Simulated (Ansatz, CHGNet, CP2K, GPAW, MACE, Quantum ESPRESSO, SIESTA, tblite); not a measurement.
# Running random packing of C68N32 (at. %) (79 atoms) with CP2K

Aim: run random packing of C68N32 (at. %) (79 atoms) in CP2K and see how near its forces come to a plane-wave reference, and at what cost.

Program: CP2K 2026.2. Level of theory: the method is named at each step. Results are calculated unless marked as measured.

**1. Starting point**

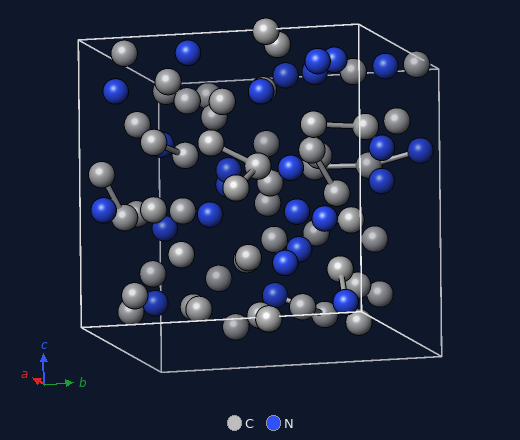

Start, viewed slightly off an axis; carbon light grey, nitrogen blue. Bonds to atoms that aren't drawn are left out. Some periodic images of atoms are drawn too.

The cell holds 79 atoms: 54 C and 25 N. Cell: a = 8.889 Å, b = 8.889 Å, c = 8.889 Å, α = 90.0°, β = 90.0°, γ = 90.0°. 79 atoms (54 C, 25 N) packed at random in a cube at 2.36 g/cm³ and pushed apart as soft spheres; a start for melting by ab initio MD, not an equilibrated structure. Then every atom was moved at random, 0.02 Å r.m.s. a Cartesian component.

The yardstick, on the same geometry:

| Property | Result |
| --- | --- |
| method | Kohn-Sham DFT, PBE, SSSP efficiency 1.3.0 pseudopotentials, plane waves (Quantum ESPRESSO 7.5); sssp-pbe-1.3.0-efficiency, cutoffs 60/480 Ry, Γ point |
| r.m.s. force component | 1.953 eV/Å |
| longest force | 5.878 eV/Å |
| pressure | -24.14 GPa |
| time | 2.8 min on 2 MPI ranks of Arm Neoverse V2, shared host |
| CPU time | 5.6 min |

**2. PBE, DZVP-MOLOPT-SR, 600/50 Ry, diagonalisation**

Method: Kohn-Sham DFT, PBE, GTH-PBE pseudopotentials, Gaussian and plane waves, DZVP-MOLOPT-SR-GTH, diagonalisation.

input.inp reads:

```
&GLOBAL
  PROJECT cell
  RUN_TYPE ENERGY_FORCE
  PRINT_LEVEL LOW
&END GLOBAL
&FORCE_EVAL
  METHOD QS
  STRESS_TENSOR ANALYTICAL
  &DFT
    BASIS_SET_FILE_NAME BASIS_MOLOPT
    POTENTIAL_FILE_NAME GTH_POTENTIALS
    &MGRID
      CUTOFF 600
      REL_CUTOFF 50
      NGRIDS 5
    &END MGRID
    &QS
      EPS_DEFAULT 1.0E-12
    &END QS
    &SCF
      SCF_GUESS ATOMIC
      EPS_SCF 1.0E-06
      MAX_SCF 200
      ADDED_MOS 36
      &DIAGONALIZATION
        ALGORITHM STANDARD
      &END DIAGONALIZATION
      &SMEAR ON
        METHOD FERMI_DIRAC
        ELECTRONIC_TEMPERATURE [K] 580
      &END SMEAR
      &MIXING
        METHOD BROYDEN_MIXING
        ALPHA 0.15
        NBROYDEN 8
      &END MIXING
      &PRINT
        &RESTART OFF
        &END RESTART
      &END PRINT
    &END SCF
    &XC
      &XC_FUNCTIONAL PBE
      &END XC_FUNCTIONAL
    &END XC
    &PRINT
      &MULLIKEN ON
      &END MULLIKEN
      &LOWDIN ON
      &END LOWDIN
      &HIRSHFELD ON
      &END HIRSHFELD
      &MO ON
        EIGENVALUES T
        OCCUPATION_NUMBERS T
        MO_INDEX_RANGE 160 183
        &EACH
          QS_SCF 0
        &END EACH
        ADD_LAST NUMERIC
      &END MO
    &END PRINT
  &END DFT
  &SUBSYS
    &CELL
      A 8.88940 0.00000 0.00000
      B 0.00000 8.88940 0.00000
      C 0.00000 0.00000 8.88940
    &END CELL
    &COORD
      C 6.41130 3.03377 0.78040
      C 3.94609 6.73754 4.55440
      C 4.69014 2.06003 4.14513
      C 4.95148 4.55920 0.74422
      C 2.93697 0.59675 2.55464
      C 7.22477 0.97641 8.68299
      C 6.07475 8.27541 6.19636
      C 0.79951 6.87462 5.90025
      C 1.21323 1.92055 8.25016
      C 0.97659 2.64904 1.10904
      C 5.06687 6.28232 5.74113
      C 1.08815 5.23532 5.90007
      C 0.70706 7.15472 1.91735
      C 3.41477 0.24366 4.35758
      C 7.44718 1.94509 5.84016
      C 1.40719 8.59045 8.82877
      C 4.57057 0.35389 1.14104
      C 0.60395 2.01860 2.70149
      C 2.20742 4.24540 3.53140
      C 1.10282 3.73577 4.85601
      C 1.57618 5.64832 1.23429
      C 7.46336 2.79003 2.32084
      C 7.21864 0.22081 4.97406
      C 5.85998 2.49428 5.65668
      C 7.44852 5.24252 4.92739
      C 5.06020 2.34342 7.47545
      C 7.29411 7.77485 1.62907
      C 6.46686 1.01721 1.30541
      C 3.44322 2.01345 1.37403
      C 2.78043 5.85598 5.95270
      C 8.73552 5.90318 8.85651
      C 4.78356 7.63635 0.38776
      C 7.14005 6.93267 6.17662
      C 7.26993 4.08326 7.01729
      C 1.77352 6.68518 8.65525
      C 0.62341 3.57976 6.77452
      C 1.62738 7.27002 3.46820
      C 6.96084 5.76069 8.73277
      C 6.12142 0.62306 3.79364
      C 4.43083 3.99481 2.57464
      C 6.37717 7.87432 3.28472
      C 8.33852 4.01490 5.57054
      C 3.65185 7.28700 1.72214
      C 8.88593 4.95051 4.04272
      C 3.83853 4.59689 5.00811
      C 7.29953 1.88162 3.78004
      C 7.36913 2.39925 7.70729
      C 5.06651 4.76276 7.68089
      C 2.79305 2.54877 7.31927
      C 2.88861 8.36804 6.86119
      C 6.38099 4.60800 2.30004
      C 2.87661 1.05144 8.17949
      C 3.27894 5.43009 1.21607
      C 5.77820 0.95792 6.70110
      N 2.25044 7.68284 5.14163
      N 2.46139 2.89430 5.70193
[... 19 atom lines left out ...]
      N 1.88731 4.16362 1.85895
      N 6.41477 6.17324 3.62901
      N 5.93919 3.28019 3.77017
      N 0.45460 2.31587 5.60521
    &END COORD
    &KIND C
      BASIS_SET DZVP-MOLOPT-SR-GTH-q4
      POTENTIAL GTH-PBE-q4
    &END KIND
    &KIND N
      BASIS_SET DZVP-MOLOPT-SR-GTH-q5
      POTENTIAL GTH-PBE-q5
    &END KIND
  &END SUBSYS
  &PRINT
    &FORCES ON
    &END FORCES
    &STRESS_TENSOR ON
    &END STRESS_TENSOR
  &END PRINT
&END FORCE_EVAL
```

On the command line:

```
> OMP_NUM_THREADS=1 mpirun -np 4 cp2k.psmp -i input.inp > output.txt
```

Numbers of over 12 decimals in the logs are rounded to 6 here.

The log of the run:

```text
CP2K| version string:                                       CP2K version 2026.2
 CP2K| Input file name                                                 input.inp
 GLOBAL| Basis set file name                                        BASIS_MOLOPT
 GLOBAL| Potential file name                                      GTH_POTENTIALS
 GLOBAL| Run type                                                   ENERGY_FORCE
 GLOBAL| Total number of message passing processes                             4
 GLOBAL| Number of threads for this process                                    1
 TOTAL NUMBERS AND MAXIMUM NUMBERS
  Total number of            - Atomic kinds:                                   2
                             - Atoms:                                         79
                             - Shell sets:                                    79
                             - Shells:                                       395
                             - Primitive Cartesian functions:                395
                             - Cartesian basis functions:                   1106
                             - Spherical basis functions:                   1027
  Maximum angular momentum of- Orbital basis functions:                        2
                             - Local part of the GTH pseudopotential:          2
                             - Non-local part of the GTH pseudopotential:      0
 SCF PARAMETERS         Density guess:                                    ATOMIC
                        max_scf:                                             200
                        eps_scf:                                        1.00E-06
                        added MOs                                        36    0
                        Mixing method:                            BROYDEN_MIXING
                                                charge density mixing in g-space
                        Smear method:                                FERMI_DIRAC
                        Electronic temperature [K]:                        580.0
                        Electronic temperature [a.u.]:                  1.84E-03
                        Accuracy threshold:                             1.00E-10
 Extrapolation method: initial_guess
 Number of electrons:                                                        341
 Number of occupied orbitals:                                                171
 Number of molecular orbitals:                                               207
 Number of orbital functions:                                               1027
 Number of independent orbital functions:                                   1027
 SCF WAVEFUNCTION OPTIMIZATION
  Step     Update method      Time    Convergence         Total energy    Change
     1 NoMix/Diag. 0.15E+00    2.5     0.78733390      -545.4364622903 -5.45E+02
     2 Broy./Diag. 0.15E+00    3.3     0.75886202      -540.4059052418  5.03E+00
     3 Broy./Diag. 0.15E+00    3.3     0.21332929      -552.6772888801 -1.23E+01
     4 Broy./Diag. 0.15E+00    3.3     0.13798648      -552.2756218764  4.02E-01
[...]
26 Broy./Diag. 0.15E+00    3.7     0.00000182      -545.7672641791 -2.95E-05
    27 Broy./Diag. 0.15E+00    3.8     0.00000094      -545.7672908320 -2.67E-05
  *** SCF run converged in    27 steps ***
  Electronic density on regular grids:       -340.9999999999        0.0000000001
  Core density on regular grids:              340.9999999998       -0.0000000002
  Total charge density on r-space grids:       -0.0000000002
  Total charge density g-space grids:          -0.0000000002
  Overlap energy of the core charge distribution:               2.10177e-09
  Self energy of the core charge distribution:              -1341.355899
  Core Hamiltonian energy:                                    373.108797
  Hartree energy:                                             568.433337
  Exchange-correlation energy:                               -145.940796
  Electronic entropic energy:                                  -0.012730
  Fermi energy:                                                 0.210036
  Total energy:                                              -545.767291
  Total energy (extrapolated to T->0):                       -545.760926
 MO| EIGENVALUES AND OCCUPATION NUMBERS
 MO|
 MO|  Index      Eigenvalue [a.u.]        Eigenvalue [eV]             Occupation
 MO|    160               0.182124               4.955853               1.999999
 MO|    161               0.186181               5.066244               1.999995
 MO|    162               0.188105               5.118594               1.999987
[...]
MO|    182               0.233225               6.346382               0.000007
 MO|    183               0.235647               6.412277               0.000002
 MO| Sum:                                                             341.000000
 MO| E(Fermi):            0.210036 a.u.          5.715362 eV
 !-----------------------------------------------------------------------------!
                     Mulliken Population Analysis
 #  Atom  Element  Kind  Atomic population                           Net charge
       1     C        1          3.939994                              0.060006
       2     C        1          3.952068                              0.047932
       3     C        1          3.911406                              0.088594
[...]
# Total charge                            341.000000                  0.000000
 !-----------------------------------------------------------------------------!
 !-----------------------------------------------------------------------------!
                           Hirshfeld Charges
  #Atom  Element  Kind  Ref Charge     Population                    Net charge
      1       C      1       4.000          3.997                         0.003
      2       C      1       4.000          3.904                         0.096
      3       C      1       4.000          3.940                         0.060
[...]
78       N      2       5.000          5.260                        -0.260
     79       N      2       5.000          5.159                        -0.159
  Total Charge                                                           -0.000
 !-----------------------------------------------------------------------------!
 LOWDIN POPULATION ANALYSIS
 #  Atom  Element  Kind  Atomic population                           Net charge
[...]
78     N        2          4.870588                              0.129412
      79     N        2          4.805501                              0.194499
 # Total charge                            341.000000                  0.000000
 ENERGY| Total FORCE_EVAL ( QS ) energy [hartree]           -545.767322
 FORCES| Atomic forces [hartree/bohr]
 FORCES|   Atom     x               y               z               |f|
 FORCES|      1  1.82566987E-02 -4.07719356E-02  5.14892828E-02   6.81674704E-02
 FORCES|      2  3.00587526E-02 -4.07951179E-02  4.72706905E-02   6.92985457E-02
 FORCES|      3  1.04058201E-01 -1.38568053E-02  3.12623076E-02   1.09532882E-01
[...]
FORCES|     78 -4.20421452E-02 -1.66407279E-02 -5.23214235E-03   4.55173716E-02
 FORCES|     79 -5.30764799E-03  5.77749922E-02  2.98494696E-02   6.52465454E-02
 FORCES| Sum     2.19233571E-04 -1.24519898E-04 -2.83881565E-05
 FORCES| Total atomic force                                       2.53721207E-04
 STRESS| Analytical stress tensor [bar]
 STRESS|                        x                   y                   z
 STRESS|      x       -2.10790829555E+05   3.30308618176E+03   1.66954791270E+04
 STRESS|      y        3.30308618176E+03  -3.03915846633E+05   1.11238626020E+04
 STRESS|      z        1.66954791270E+04   1.11238626020E+04  -2.30262433190E+05
 STRESS| 1/3 Trace                                            -2.48323036459E+05
```

The job ended after 1.8 min (4 MPI ranks of Arm Neoverse V2, shared host; peak memory 2.6 GiB; 7.2 min of CPU time).

Banners, paths, timers and routine set-up lines are dropped from the logs unmarked, and long logs keep their key lines alone; longer cuts are marked.

Numbers from this run, and their distance from the reference:

```yaml
r_m_s_force_component: 2.017 eV/Å
r_m_s_difference_of_force_components: 101.4 meV/Å
longest_difference_of_force_vectors: 327.9 meV/Å
force_difference_over_r_m_s_force: 5.194 %
slope_of_forces_against_the_reference_s: 1.032
correlation_of_force_components: 0.9992
pressure: -24.83 GPa
pressure_difference: -0.6946 GPa
```

Length of the force difference by element (eV/Å):

| element | atoms | mean | most |
| --- | --- | --- | --- |
| C | 54 | 0.18 | 0.33 |
| N | 25 | 0.11 | 0.22 |

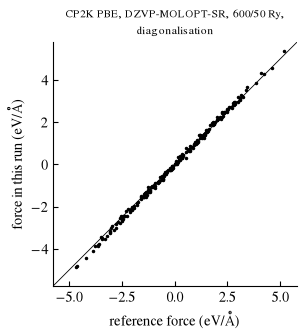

Force components against those of the reference; the line marks equality.

The surroundings of C32, which bears the longest force, nearest first, numbered as they follow in the input and with coordinates relative to it.

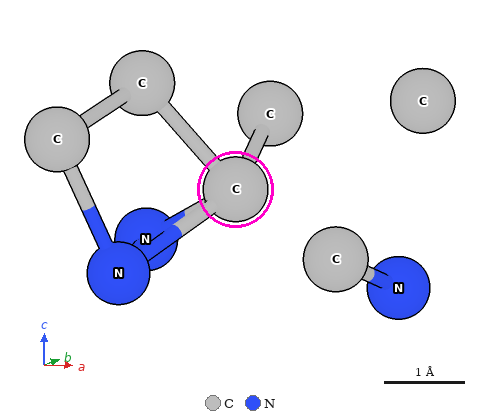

The atoms of the table, within 2.9 Å (arrows a, b, c point along x, y, z); some may hide others; the central atom is ringed.

| atom | x | y | z | distance (Å) | Mulliken charge (e) | Fx | Fy | Fz (eV/Å) |
| --- | --- | --- | --- | --- | --- | --- | --- | --- |
| C32 | 0.00 | 0.00 | 0.00 | 0.00 | 0.03 | -4.87 | 2.90 | 2.49 |
| N67 | -1.45 | 0.51 | -0.78 | 1.72 | -0.15 | -1.00 | 1.28 | -2.45 |
| C43 | -1.13 | -0.35 | 1.33 | 1.78 | 0.10 | 2.46 | -1.29 | -1.44 |
| C17 | -0.21 | 1.61 | 0.75 | 1.79 | 0.04 | 2.50 | 1.17 | 0.00 |
| N60 | -0.93 | -1.58 | -0.92 | 2.05 | -0.15 | 1.03 | -2.22 | 0.66 |
| N57 | 2.26 | -0.05 | -1.13 | 2.52 | -0.13 | 0.32 | -1.53 | 0.20 |
| C53 | -1.50 | -2.21 | 0.83 | 2.80 | 0.01 | -0.17 | 1.38 | -2.71 |
| C27 | 2.51 | 0.14 | 1.24 | 2.80 | 0.08 | 2.14 | -2.10 | 1.96 |
| C38 | 2.18 | -1.88 | -0.54 | 2.92 | 0.12 | 2.73 | 2.50 | -1.82 |

Forces lie 5.2 % from the reference's, at 1.3 times its CPU time (on 4 against 2 cores).

**3. PBE, TZVP-UZH, 600/50 Ry, diagonalisation**

Method: Kohn-Sham DFT, PBE, GTH-PBE pseudopotentials, Gaussian and plane waves, TZVP-MOLOPT (UZH set), diagonalisation.

input.inp, as its differences from that of step 2:

```diff
@@ -9,4 +9,4 @@
   &DFT
-    BASIS_SET_FILE_NAME BASIS_MOLOPT
-    POTENTIAL_FILE_NAME GTH_POTENTIALS
+    BASIS_SET_FILE_NAME BASIS_MOLOPT_UZH
+    POTENTIAL_FILE_NAME POTENTIAL_UZH
     &MGRID
@@ -50,4 +50,2 @@
       &END LOWDIN
-      &HIRSHFELD ON
-      &END HIRSHFELD
       &MO ON
@@ -73,3 +71,3 @@
     &KIND C
-      BASIS_SET DZVP-MOLOPT-SR-GTH-q4
+      BASIS_SET TZVP-MOLOPT-PBE-GTH-q4
       POTENTIAL GTH-PBE-q4
@@ -77,3 +75,3 @@
     &KIND N
-      BASIS_SET DZVP-MOLOPT-SR-GTH-q5
+      BASIS_SET TZVP-MOLOPT-PBE-GTH-q5
       POTENTIAL GTH-PBE-q5
```

The log of the run:

```text
CP2K| version string:                                       CP2K version 2026.2
 CP2K| Input file name                                                 input.inp
 GLOBAL| Basis set file name                                    BASIS_MOLOPT_UZH
 GLOBAL| Potential file name                                       POTENTIAL_UZH
[... lines left out ...]
 Number of electrons:                                                        341
[... lines left out ...]
  Step     Update method      Time    Convergence         Total energy    Change
[... lines left out ...]
  *** SCF run converged in    27 steps ***
[... lines left out ...]
  Fermi energy:                                                 0.207162
  Total energy:                                              -545.853412
  Total energy (extrapolated to T->0):                       -545.846989
[... lines left out ...]
 MO| E(Fermi):            0.207162 a.u.          5.637159 eV
[... lines left out ...]
 ENERGY| Total FORCE_EVAL ( QS ) energy [hartree]           -545.853406
[... lines left out ...]
 FORCES|      1  1.74662993E-02 -3.90522113E-02  4.78380510E-02   6.41765218E-02
 FORCES|      2  2.90056039E-02 -3.83176579E-02  4.01765337E-02   6.26396187E-02
 FORCES|      3  9.83609745E-02 -1.18403201E-02  2.86856721E-02   1.03140401E-01
[...]
FORCES|     78 -3.93745651E-02 -1.64770106E-02 -4.69053824E-03   4.29400676E-02
 FORCES|     79 -3.16862975E-03  5.48430237E-02  2.88187567E-02   6.20348145E-02
 FORCES| Sum     2.18936479E-04 -1.30590154E-04 -2.81666386E-05
 FORCES| Total atomic force                                       2.56476763E-04
 STRESS| Analytical stress tensor [bar]
 STRESS|                        x                   y                   z
 STRESS|      x       -1.80195148766E+05   1.52222851266E+03   1.47510477977E+04
 STRESS|      y        1.52222851266E+03  -2.70289474214E+05   9.95544934150E+03
 STRESS|      z        1.47510477977E+04   9.95544934150E+03  -1.99390769713E+05
 STRESS| 1/3 Trace                                            -2.16625130898E+05
```

It took 2 min on 4 MPI ranks; peak memory 2.8 GiB.

Numbers from this run, and their distance from the reference:

- r.m.s. force component: 1.933 eV/Å
- r.m.s. difference of force components: 88.83 meV/Å
- longest difference of force vectors: 354.9 meV/Å
- force difference over r.m.s. force: 4.548 %
- slope of forces against the reference's: 0.9884
- correlation of force components: 0.999
- pressure: -21.66 GPa
- pressure difference: 2.475 GPa

Against the first run (5.2 %), the force difference from the reference is 4.5 %, at 1.1 times the CPU time, with 1343 basis functions against 1027; this set comes with other potentials too, so the change isn't the basis's alone.

(Part 1 of 3 ends here.)

[Also dropped from logs without a mark: logging warnings of Python, and SIESTA's first energy breakdown and zero terms.]

[Logs are printed without paths, hosts, clocks, repeated set-up lines and the standing remarks that a program may print on its own settings, such as how far it seeks lower states.]

[Hosts, paths, dates, database ids (printed as entryN), source tags and the programs' standing remarks are cut or masked in the printed files.]
